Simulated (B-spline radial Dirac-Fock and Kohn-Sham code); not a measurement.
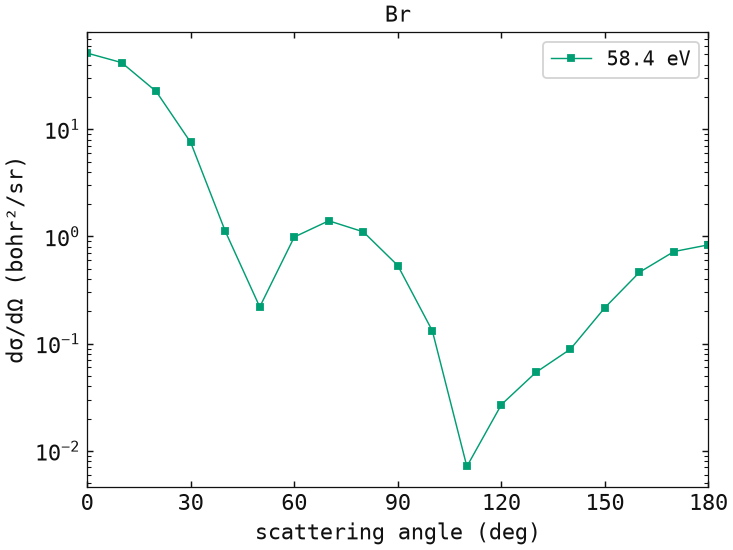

Fig. 1. Differential cross section for elastic electron scattering against angle at 58.4 eV, computed at the marked angles. The figure is for the bromine atom. The calculation used Dirac partial waves in the static Dirac–Fock field with Furness–McCarthy exchange, no polarisation or absorption (a radial B-spline solver).

At 58.4 eV the cross section is 51.3 bohr²/sr at 0°, 0.53 at 90° and 0.84 at 180°, with minima near 50° and 110°; the integral is 27.2 bohr². The model is rough under about 200 eV.
